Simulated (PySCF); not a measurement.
**HBS (hydrogen boron sulfide) at B2PLYP/STO-6G**

Aim: the vertical ionisation energy of HBS (hydrogen boron sulfide) at B2PLYP/STO-6G, from 2 runs. Input form: a Python script.

The calculation is run with PySCF 2.14.0.

9 further runs of the same task are left out: 9 set aside as unsound or not needed.

**1. The system as given**

The species is HBS (3 atoms), meant as a singlet with charge 0. As SMILES, `B=S`. Geometry: relaxed at PBE0-D4/def2-TZVP.

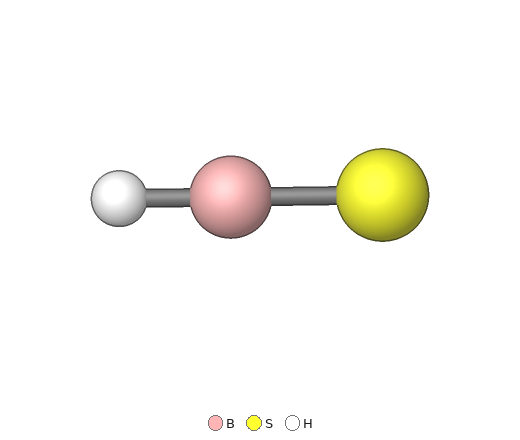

The structure, seen from a chosen angle (boron pink, sulfur yellow, hydrogen white).

**2. A single-point energy at B2PLYP/STO-6G**

File geometry.xyz:

```xyz
3
BHS
B     -0.038660    -0.014560     0.134750
S      0.399170     0.147640    -1.393290
H     -0.360510    -0.133080     1.258530
```

File input.py:

```python
from pyscf import gto, dft, mp

mol = gto.M(
    atom='geometry.xyz',
    verbose=3,
    charge=0,
    basis='sto-6g',
    max_memory=1860,
)

myscf = dft.RKS(mol)
myscf.xc = '0.53*HF + 0.47*B88, 0.73*LYP'
myscf.grids.level = 5
myscf.conv_tol = 1e-10
myscf.kernel()
if not myscf.converged:
    myscf = myscf.newton().run(myscf.mo_coeff, myscf.mo_occ)

pt = mp.MP2(myscf, frozen=6).run()
e_tot = myscf.e_tot + 0.27 * pt.e_corr
print('PT2 part  %.8f' % (0.27 * pt.e_corr))
print('E = %.10f Eh' % e_tot)
```

Started as:

```sh
$ OMP_NUM_THREADS=1 python input.py
```

Log:

```text
converged SCF energy = -421.950007916071
E(RMP2) = -422.097035258931  E_corr = -0.147027342860329
E(SCS-RMP2) = -422.096213794714  E_corr = -0.146205878642677
PT2 part  -0.03969738
E = -421.9897052986 Eh
```

It took 1.9 s on 1 thread of Arm Neoverse V1, shared host; peak memory 0.17 GiB.

**3. The doublet cation at the same level**

File mol.xyz:

```xyz
3
BHS
B     -0.038660    -0.014560     0.134750
S      0.399170     0.147640    -1.393290
H     -0.360510    -0.133080     1.258530
```

File run.py:

```python
from pyscf import gto, dft, mp

system = gto.Mole()
system.atom = 'mol.xyz'
system.max_memory = 1860
system.basis = 'sto-6g'
system.verbose = 4
system.charge = 1
system.spin = 1
system.build()

ks = dft.UKS(system)
ks.xc = '0.53*HF + 0.47*B88, 0.73*LYP'
ks.grids.level = 5
ks.conv_tol = 1e-10
ks.kernel()
if not ks.converged:
    ks = ks.newton().run(ks.mo_coeff, ks.mo_occ)

pt = mp.MP2(ks, frozen=6).run()
e_tot = ks.e_tot + 0.27 * pt.e_corr
print('PT2 part  %.8f' % (0.27 * pt.e_corr))
print(f'total energy: {e_tot:.8f} hartree')
```

Started as:

```sh
$ OMP_NUM_THREADS=1 python run.py
```

Log:

```text
PySCF version 2.14.0

[INPUT] num. atoms = 3
[INPUT] num. electrons = 21
[INPUT] charge = 1
[INPUT] spin (= nelec alpha-beta = 2S) = 1
[INPUT] symmetry False subgroup None
[INPUT] Mole.unit = angstrom
[INPUT] Symbol           X                Y                Z      unit          X                Y                Z       unit  Magmom
[INPUT]  1 B     -0.038660000000  -0.014560000000   0.134750000000 AA   -0.073056811976  -0.027514412374   0.254640595285 Bohr   0.0
[INPUT]  2 S      0.399170000000   0.147640000000  -1.393290000000 AA    0.754321977143   0.278999165031  -2.632936512095 Bohr   0.0
[INPUT]  3 H     -0.360510000000  -0.133080000000   1.258530000000 AA   -0.681265165167  -0.251484752657   2.378277019549 Bohr   0.0

nuclear repulsion = 31.8010848419822
number of shells = 9
number of NR pGTOs = 90
number of NR cGTOs = 15
basis = sto-6g
ecp = {}

******** <class 'pyscf.dft.uks.UKS'> ********
method = UKS
initial guess = minao
damping factor = 0
level_shift factor = 0
DIIS = <class 'pyscf.scf.diis.CDIIS'>
diis_start_cycle = 1
diis_space = 8
diis_damp = 0
SCF conv_tol = 1e-10
SCF conv_tol_grad = None
SCF max_cycles = 50
direct_scf = True
direct_scf_tol = 1e-13
number electrons alpha = 11  beta = 10
XC library pyscf.dft.libxc version 7.0.0
    S. Lehtola, C. Steigemann, M. J.T. Oliveira, and M. A.L. Marques.,  SoftwareX 7, 1–5 (2018)
XC functionals = 0.53*HF + 0.47*B88, 0.73*LYP
    A. D. Becke.,  Phys. Rev. A 38, 3098 (1988)
    C. Lee, W. Yang, and R. G. Parr.,  Phys. Rev. B 37, 785 (1988)
    B. Miehlich, A. Savin, H. Stoll, and H. Preuss.,  Chem. Phys. Lett. 157, 200 (1989)
radial grids:
    Treutler-Ahlrichs [JCP 102, 346 (1995); DOI:10.1063/1.469408] (M4) radial grids

becke partition: Becke, JCP 88, 2547 (1988); DOI:10.1063/1.454033
pruning grids: <function nwchem_prune>
grids dens level: 5
symmetrized grids: False
atomic radii adjust function: <function treutler_atomic_radii_adjust>
small_rho_cutoff = 0
Set gradient conv threshold to 1e-05
tot grids = 109752
init E= -421.850702908317
[... the frontier-level lines of each cycle are left out ...]


cycle= 1 E= -421.601108584873  delta_E= 0.25  |g|= 0.195  |ddm|= 1.68
cycle= 2 E= -421.607272594663  delta_E= -0.00616  |g|= 0.184  |ddm|= 0.605
cycle= 3 E= -421.632877462942  delta_E= -0.0256  |g|= 0.0184  |ddm|= 0.313
cycle= 4 E= -421.633240824067  delta_E= -0.000363  |g|= 0.00317  |ddm|= 0.0376
cycle= 5 E= -421.633279554603  delta_E= -3.87e-05  |g|= 0.00173  |ddm|= 0.0136
cycle= 6 E= -421.633298364636  delta_E= -1.88e-05  |g|= 0.000649  |ddm|= 0.0142
cycle= 7 E= -421.63330109339  delta_E= -2.73e-06  |g|= 0.000206  |ddm|= 0.00582
cycle= 8 E= -421.633301347793  delta_E= -2.54e-07  |g|= 1.74e-05  |ddm|= 0.00212
cycle= 9 E= -421.633301348639  delta_E= -8.45e-10  |g|= 4.4e-06  |ddm|= 9.53e-05
cycle= 10 E= -421.633301348694  delta_E= -5.55e-11  |g|= 5.45e-07  |ddm|= 2.84e-05
Extra cycle  E= -421.633301348695  delta_E= -8.53e-13  |g|= 2.79e-07  |ddm|= 1.49e-06
converged SCF energy = -421.633301348695  <S^2> = 0.75339974  2S+1 = 2.0033969

******** <class 'pyscf.mp.ump2.UMP2'> ********
nocc = (np.int64(5), np.int64(4)), nmo = (9, 9)
frozen orbitals 6
E(UMP2) = -421.721912500758  E_corr = -0.0886111520634095
E(SCS-UMP2) = -421.724032410406  E_corr = -0.090731061710863
E_corr(same-spin) = -0.0180026778060328
E_corr(oppo-spin) = -0.0706084742573767
PT2 part  -0.02392501
total energy: -421.65722636 hartree
```

Wall time 2.9 s (1 thread of Arm Neoverse V1, shared host); peak memory 0.18 GiB.

**4. Outcome**

At B2PLYP/STO-6G, 6 core orbitals frozen:

| quantity | value |
| --- | --- |
| singlet HBS: total energy | -421.98971 Eh |
| singlet HBS: dipole moment (SCF part) | 0.53 D |
| singlet HBS: HOMO energy (SCF part's orbitals) | -6.48 eV |
| singlet HBS: LUMO energy (SCF part's orbitals) | 4.77 eV |
| singlet HBS: HOMO–LUMO gap (SCF part's orbitals) | 11.25 eV |
| doublet cation: total energy | -421.65723 Eh |
| doublet cation: HOMO energy (SCF part's orbitals) (highest over α and β) | -16.51 eV |
| doublet cation: LUMO energy (SCF part's orbitals) (lowest over α and β) | -10.78 eV |
| doublet cation: ⟨S²⟩ | 0.753 |
| vertical ionisation energy (to the doublet cation) | 9.047 eV |

**Reading.** The vertical ionisation energy comes to 9.05 eV (209 kcal/mol). −ε(HOMO) before ionisation, 6.48 eV, is 2.57 eV below this ionisation energy. In a minimal basis such a difference can be off by several eV, whatever the method.
